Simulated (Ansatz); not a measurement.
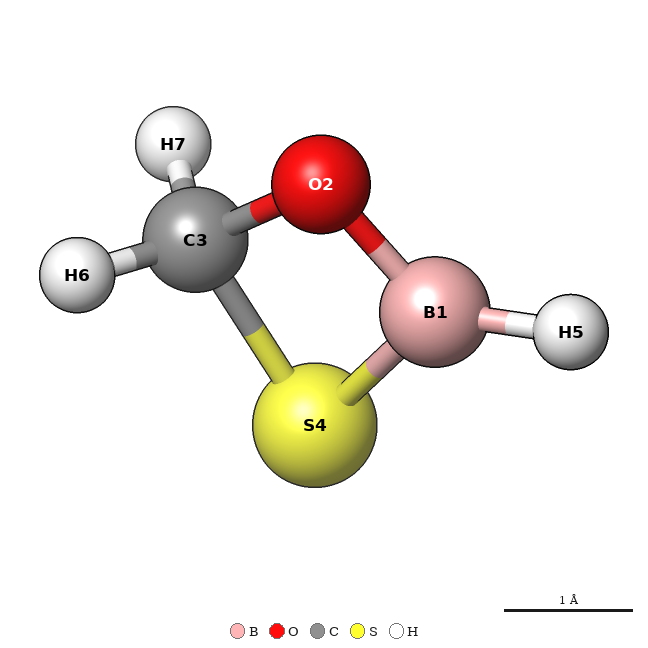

Figure made from data computed with Ansatz.

Orthographic view with a scale bar. The species has charge +1 and is a spin doublet. Geometry: the geometry of the neutral molecule.

Give an XYZ file in the frame of the picture: x to the right, y up, z towards the viewer, origin at the mean of the atomic positions.

```xyz
7
CH3BOS
B    1.07  -0.30   0.39
O    0.18   0.70   0.67
C   -0.81   0.26  -0.26
S    0.13  -1.19  -0.88
H    2.14  -0.46   0.89
H   -1.73  -0.01   0.24
H   -0.98   1.01  -1.04
```
